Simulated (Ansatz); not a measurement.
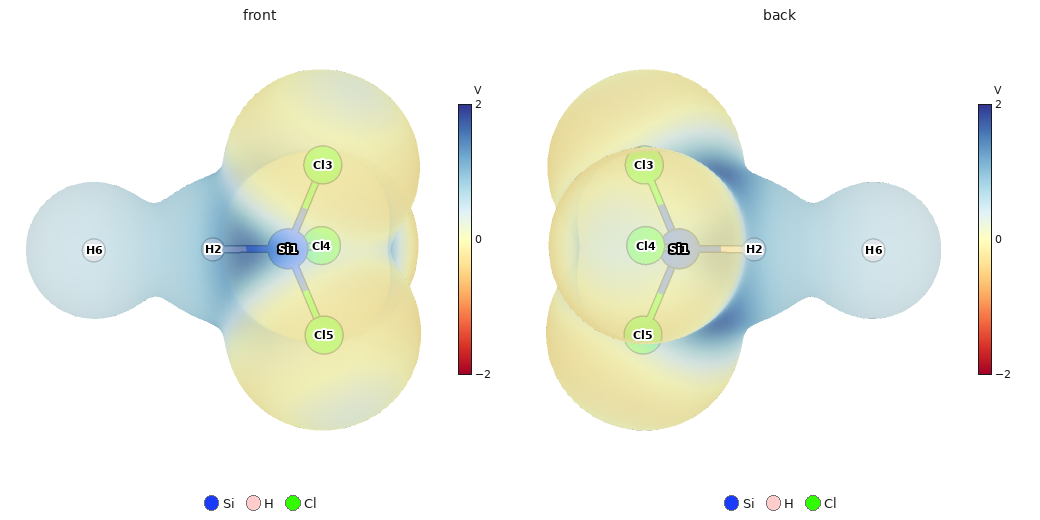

*Cl$_{3}$HSi···H (doublet). The electrostatic potential painted on the density surface at 0.002 e/bohr³, seen from the front and from behind; the colour scale runs from red (negative) to blue (positive).*

Method: UKS B3LYP-D4/def2-SVP in Ansatz.

Input file:

```
crystal:
  periodic: [false, false, false]
  atoms:
    - { symbol: Si, position_ang: [0.000338, 0.0, -0.077104] }
    - { symbol: H, position_ang: [0.000382, 0.0, 1.391738] }
    - { symbol: Cl, position_ang: [1.933098, 0.0, -0.771669] }
    - { symbol: Cl, position_ang: [-0.965787, 1.67375, -0.772165] }
    - { symbol: Cl, position_ang: [-0.965787, -1.67375, -0.772165] }
    - { symbol: H, position_ang: [-4.3e-05, 0.0, 3.253465] }
magnetization:
  spin_polarized: true
  initial_magnetization: 1
basis:
  gaussian: { orbitals: def2-SVP }
hamiltonian:
  xc: b3lyp
  dispersion: d4
relax:
  f_tol: 0.03
  max_steps: 50
output:
  orbitals: {}
```

Command:

```sh
ansatz run input.yaml --threads 2 --pin off --max-ram 3072MiB --backend cpu --events-out ev --progress --plain --runs-dir out
```

The fields are those of the run's last geometry, not of the input's.

Which sites attract a positive test charge, and which a negative one?

A positive charge is drawn to the negative regions and a negative charge to the positive ones. The most negative region (about −0.2 V) lies over Cl3, Cl4 and Cl5, the most positive (about +1.6 V) over Si1.
